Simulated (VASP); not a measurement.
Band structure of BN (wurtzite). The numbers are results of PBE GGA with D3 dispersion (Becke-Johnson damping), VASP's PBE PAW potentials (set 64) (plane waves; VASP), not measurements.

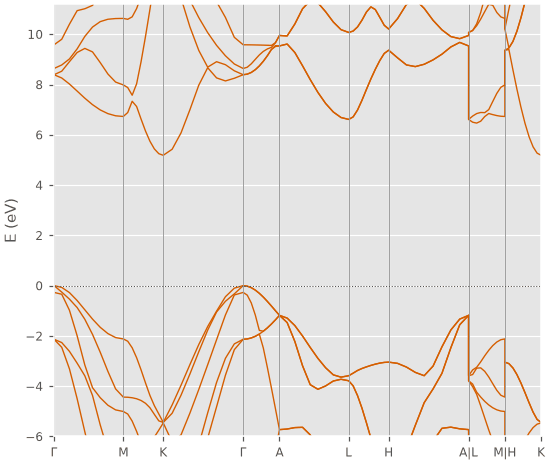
Bands along high-symmetry lines, zero at the valence-band maximum or, without a gap, the Fermi level

Read the plot: is there a gap, and where are the band edges?

The gap is indirect, 5.18 eV, from the valence maximum at Γ to the conduction minimum at K. (Edges off the drawn lines would not show.)

The compound is BN in the wurtzite structure, a metastable high-pressure form. It was relaxed first.
